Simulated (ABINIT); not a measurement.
**A GW chain in ABINIT: KBr (Fm-3m)**

Aim: the G0W0 gap of KBr (Fm-3m) on PBE with spin-orbit coupling, step by step.

Method: PBE and many-body steps on it, plane waves, in ABINIT 10.8.3.

## Step 1: Set-up

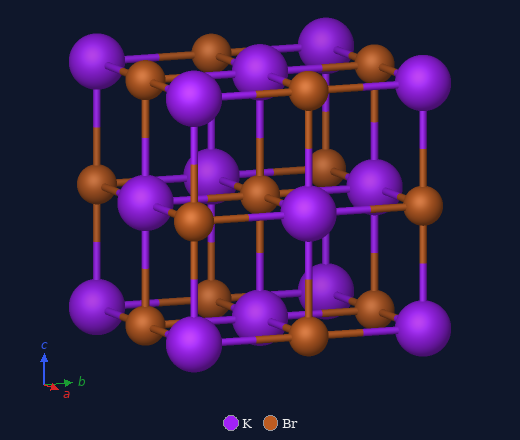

Start, viewed slightly off an axis; potassium purple, bromine orange. This picture shows the conventional cell, with its axes. Some periodic images of atoms are drawn too.

Structure file:

```cif
data_structure
_symmetry_space_group_name_H-M 'P 1'
_symmetry_Int_Tables_number 1
_cell_length_a 4.6669
_cell_length_b 4.6669
_cell_length_c 4.6669
_cell_angle_alpha 60.000
_cell_angle_beta 60.000
_cell_angle_gamma 60.000
_cell_volume 71.87
loop_
_atom_site_label
_atom_site_type_symbol
_atom_site_fract_x
_atom_site_fract_y
_atom_site_fract_z
_atom_site_occupancy
K1 K 0.00000 0.00000 0.00000 1
Br2 Br 0.50000 0.50000 0.50000 1
```

The cell and positions come from the Crystallography Open Database and are kept as given unless a step says otherwise.

## Step 2: Ground state

This step: ABINIT 10.8.3; DFT, PBE with spin-orbit coupling, plane waves, norm-conserving pseudopotentials.

The ground-state density comes first.

Contents of run.abi:

```
acell 3*1.0 Angstrom
rprim 
  0.000000000000 3.300000000000 3.300000000000
  3.300000000000 0.000000000000 3.300000000000
  3.300000000000 3.300000000000 0.000000000000
ntypat 2
znucl 19 35
natom 2
typat 1 2
xred 
  0.000000000000 0.000000000000 0.000000000000
  0.500000000000 0.500000000000 0.500000000000
pp_dirpath "pseudos"
pseudos "K.upf, Br.upf"
ecut 33
nspinor 2
ngkpt 4 4 4
nshiftk 1
shiftk 0 0 0
kptopt 1
chksymbreak 0
nband 26
occopt 1
tolvrs 1e-10
nstep 60
prtwf 0
optforces 0
optstress 0
indata_prefix "in"
outdata_prefix "out"
tmpdata_prefix "tmp"
```

Command:

```sh
> OMP_NUM_THREADS=1 mpirun -n 8 abinit run.abi > log
```

Numbers of over 12 decimals in the logs are rounded to 6 here.

Log:

```text
.Version 10.8.3 of ABINIT. v10.8.2 released Aug 2026.

 Symmetries : space group Fm -3 m (#225); Bravais cF (face-center cubic)
================================================================================
 Values of the parameters that define the memory need of the present run
     intxc =       0    ionmov =       0      iscf =       7    lmnmax =      16
     lnmax =      16     mgfft =      48  mpssoang =       5    mqgrid =    3001
     natom =       2  nloc_mem =       1    nspden =       1   nspinor =       2
    nsppol =       1      nsym =      48    n1xccc =    2501    ntypat =       2
    occopt =       1   xclevel =       2
-    mband =          26        mffmem =           1         mkmem =           1
       mpw =        4477          nfft =      110592          nkpt =           8
================================================================================
  Rough estimation (10% accuracy) of disk space for files :
================================================================================

--------------------------------------------------------------------------------
------------- Echo of variables that govern the present computation ------------
--------------------------------------------------------------------------------
 -outvars: echo values of preprocessed input variables --------
            acell      1.8897261259E+00  1.8897261259E+00  1.8897261259E+00 Bohr

      chksymbreak           0
             ecut      3.30000000E+01 Hartree
-          fftalg         312

              ixc     -101130
              kpt      0.00000000E+00  0.00000000E+00  0.00000000E+00
                       2.50000000E-01  0.00000000E+00  0.00000000E+00
                       5.00000000E-01  0.00000000E+00  0.00000000E+00
                       2.50000000E-01  2.50000000E-01  0.00000000E+00
                       5.00000000E-01  2.50000000E-01  0.00000000E+00
                      -2.50000000E-01  2.50000000E-01  0.00000000E+00
                       5.00000000E-01  5.00000000E-01  0.00000000E+00
                      -2.50000000E-01  5.00000000E-01  2.50000000E-01
         kptrlatt        4    0    0      0    4    0      0    0    4
          kptrlen      3.52766874E+01
P           mkmem           1
            natom           2
            nband          26
            ngfft          48      48      48
             nkpt           8
          nspinor           2
            nstep          60
             nsym          48
           ntypat           2
              occ      1.000000  1.000000  1.000000  1.000000  1.000000  1.000000
                       1.000000  1.000000  1.000000  1.000000  1.000000  1.000000
                       1.000000  1.000000  1.000000  1.000000  0.000000  0.000000
                       0.000000  0.000000  0.000000  0.000000  0.000000  0.000000
                       0.000000  0.000000
        optforces           0
        optstress           0
            prtwf           0
            rprim      0.0000000000E+00  3.3000000000E+00  3.3000000000E+00
                       3.3000000000E+00  0.0000000000E+00  3.3000000000E+00
                       3.3000000000E+00  3.3000000000E+00  0.0000000000E+00
          spgroup         225

           tolvrs      1.00000000E-10

             xred      0.0000000000E+00  0.0000000000E+00  0.0000000000E+00
                       5.0000000000E-01  5.0000000000E-01  5.0000000000E-01
            znucl       19.00000   35.00000

================================================================================

 chkinp: Checking input parameters for consistency.

================================================================================
== DATASET  1 ==================================================================
-   mpi_nproc: 8, omp_nthreads: 1 (-1 if OMP is not activated)

--- !DatasetInfo
iteration_state: {dtset: 1, }
dimensions: {natom: 2, nkpt: 8, mband: 26, nsppol: 1, nspinor: 2, nspden: 1, mpw: 4477, }
cutoff_energies: {ecut:  33.0, pawecutdg:  -1.0, }
electrons: {nelect:   1.60000000E+01, charge:   0.00000000E+00, occopt:   1.00000000E+00, tsmear:   1.00000000E-02, }

 Real(R)+Recip(G) space primitive vectors, cartesian coordinates (Bohr,Bohr^-1):
 R(1)=  0.0000000  6.2360962  6.2360962  G(1)= -0.0801784  0.0801784  0.0801784
 R(2)=  6.2360962  0.0000000  6.2360962  G(2)=  0.0801784 -0.0801784  0.0801784
 R(3)=  6.2360962  6.2360962  0.0000000  G(3)=  0.0801784  0.0801784 -0.0801784
 Unit cell volume ucvol=  4.8502979E+02 bohr^3
 Angles (23,13,12)=  6.00000000E+01  6.00000000E+01  6.00000000E+01 degrees

 getcut: wavevector=  0.0000  0.0000  0.0000  ngfft=  48  48  48
         ecut(hartree)=     33.000   => boxcut(ratio)=   2.10471

--- Pseudopotential description ------------------------------------------------
- K Generated using ONCVPSP code by D. R. Hamann
- 19.00000   9.00000  180418                  znucl, zion, pspdat
12 -101130 2 -1 2222                          pspcod,pspxc,lmax,lloc,mmax
     nproj     2     3     2     0
     spin-orbit psp
        nprojso     3     4     0
  pspatm : epsatm=    8.42858871
         --- l  ekb(1:nproj) -->
             0    0.806288   10.869902
             1    4.378793    0.553430    0.000047
             2   -3.405517   -1.029007
  spin-orbit 1    0.035097   -0.028470    0.003405
  spin-orbit 2    0.002517    0.000596   -0.000210   -0.000061
 pspatm: atomic psp has been read  and splines computed

- Br Generated using ONCVPSP code by D. R. Hamann
- 35.00000   7.00000  180423                  znucl, zion, pspdat
12 -101130 2 -1 1110                          pspcod,pspxc,lmax,lloc,mmax
     nproj     2     3     3     0
     spin-orbit psp
        nprojso     4     4     0
  pspatm : epsatm=   11.65225461
         --- l  ekb(1:nproj) -->
             0    0.878030    8.455347
             1    5.296960    0.884184    0.010490
             2    2.601663    0.386433    0.000588
  spin-orbit 1    0.408712   -0.253934    0.061012   -0.000372
  spin-orbit 2    0.108928   -0.011508    0.005488   -0.000068
 pspatm: atomic psp has been read  and splines computed

   3.21293493E+02                                ecore*ucvol(ha*bohr**3)
--------------------------------------------------------------------------------

_setup2: Arith. and geom. avg. npw (full set) are    4386.516    4386.488

================================================================================

--- !BeginCycle
iteration_state: {dtset: 1, }
solver: {iscf: 7, nstep: 60, nline: 4, wfoptalg: 0, }
tolerances: {tolvrs: 1.00E-10, }

     iter   Etot(hartree)      deltaE(h)  residm     vres2
 ETOT  1  -45.893710013655    -4.589E+01 2.661E-02 1.166E+02
 ETOT  2  -45.916944849283    -2.323E-02 1.279E-02 5.637E+00
 ETOT  3  -45.917334966533    -3.901E-04 4.354E-03 7.070E-01
 ETOT  4  -45.917346703909    -1.174E-05 1.862E-03 6.477E-02
 ETOT  5  -45.917347875326    -1.171E-06 1.470E-03 2.599E-04
 ETOT  6  -45.917347887722    -1.240E-08 2.075E-03 1.236E-05
 ETOT  7  -45.917347888532    -8.095E-10 1.072E-03 5.895E-07
 ETOT  8  -45.917347888556    -2.402E-11 6.657E-04 6.207E-08
 ETOT  9  -45.917347888560    -4.057E-12 2.768E-04 1.230E-09
 ETOT 10  -45.917347888558     1.705E-12 2.167E-04 1.385E-11

 At SCF step   10       vres2   =  1.39E-11 < tolvrs=  1.00E-10 =>converged.

--- !ResultsGS
iteration_state: {dtset: 1, }
comment   : Summary of ground state results
lattice_vectors:
- [  0.0000000,   6.2360962,   6.2360962, ]
- [  6.2360962,   0.0000000,   6.2360962, ]
- [  6.2360962,   6.2360962,   0.0000000, ]
lattice_lengths: [   8.81917,    8.81917,    8.81917, ]
lattice_angles: [ 60.000,  60.000,  60.000, ] # degrees, (23, 13, 12)
lattice_volume:   4.8502979E+02
convergence: {deltae:  1.705E-12, res2:  1.385E-11, residm:  2.167E-04, diffor:  0.000E+00, }
etotal    :  -4.59173479E+01
entropy   :   0.00000000E+00
fermie    :   5.63787443E-03
cartesian_stress_tensor: null
pressure_GPa: null
xred      :
- [  0.0000E+00,   0.0000E+00,   0.0000E+00,  K]
- [  5.0000E-01,   5.0000E-01,   5.0000E-01, Br]
cartesian_forces: null
force_length_stats: {min: null, max: null, mean: null, }

 Integrated electronic density in atomic spheres:
 ------------------------------------------------
 Atom  Sphere_radius  Integrated_density
    1        2.00000          6.94457766
    2        2.00000          4.26090112
================================================================================

 ----iterations are completed or convergence reached----

 Mean square residual over all n,k,spin=   38.441E-07; max=  21.671E-05
 reduced coordinates (array xred) for    2 atoms
       0.000000000000      0.000000000000      0.000000000000
       0.500000000000      0.500000000000      0.500000000000
 rms dE/dt=  0.0000E+00; max dE/dt=  0.0000E+00; dE/dt below (all hartree)
    1       0.000000000000      0.000000000000      0.000000000000
    2       0.000000000000      0.000000000000      0.000000000000

 cartesian coordinates (angstrom) at end:
    1      0.000000     0.000000     0.000000
    2      3.300000     3.300000     3.300000
 length scales=  1.889726125908  1.889726125908  1.889726125908 bohr
              =  1.000000000000  1.000000000000  1.000000000000 angstroms
 prteigrs : about to open file out_EIG
 Fermi (or HOMO) energy (hartree) =   0.00564   Average Vxc (hartree)=  -0.27534
 Eigenvalues (hartree) for nkpt=   8  k points:
 kpt#   1, nband= 26, wtk=  0.01563, kpt=  0.0000  0.0000  0.0000 (reduced coord)
  -1.02102   -1.02102   -0.45187   -0.45187   -0.42038   -0.42038   -0.41061   -0.41061
  -0.41061   -0.41061   -0.01254   -0.01254    0.00564    0.00564    0.00564    0.00564
   0.16272    0.16272    0.27915    0.27915    0.27915    0.27915    0.27935    0.27935
   0.30931    0.30931
 prteigrs : prtvol=0 or 1, do not print more k-points.

--- !EnergyTerms
iteration_state     : {dtset: 1, }
comment             : Components of total free energy in Hartree
kinetic             :  1.47097427117798E+01
hartree             :  9.63928031624327E+00
xc                  : -1.16301295329559E+01
Ewald energy        : -2.93989375638298E+01
psp_core            :  6.62420116848652E-01
local_psp           : -3.62918182866137E+01
non_local_psp       :  6.39209434996942E+00
total_energy        : -4.59173478885583E+01
total_energy_eV     : -1.24947468878664E+03
band_energy         : -5.54041744635961E+00

== END DATASET(S) ==============================================================
================================================================================

 -outvars: echo values of variables after computation  --------
           etotal     -4.5917347889E+01
            nband          26
             nkpt           8
          spgroup         225
 [... the other variables as echoed above ...]

 Calculation completed.
```

Wall time 15 s (8 MPI ranks of Arm Neoverse V1, shared host); peak memory 0.67 GiB.

This step gave:

```yaml
total_energy: -1249.4747 eV
gap: 4.274 eV
k_of_the_valence_top: 0, 0, 0
k_of_the_conduction_bottom: 0, 0, 0
least_direct_gap: 4.274 eV
```

The gap is direct, at Γ.

(Part 1 of 3 ends here.)

[Paths, hosts, dates, memory and timing lines, banners, echoed tables and standing remarks are left out of the program output.]

[Logs are printed without paths, hosts, clocks, repeated set-up lines and the standing remarks that a program may print on its own settings, such as how far it seeks lower states.]

[Runs of the session that timed out or met a known fault of the program may be left out.]

[Hosts, paths, dates, database ids (printed as entryN), source tags and the programs' standing remarks are cut or masked in the printed files.]

[G0W0 gaps are taken among the corrected bands and points alone; a level outside them can change the order at an edge.]

[Where Ansatz stands beside ABINIT at settings called matched, ABINIT's density can come from a denser mesh and the files from another edition; pairs whose starting gaps differed by over 0.03 eV were left out, so agreement reads better than it is.]
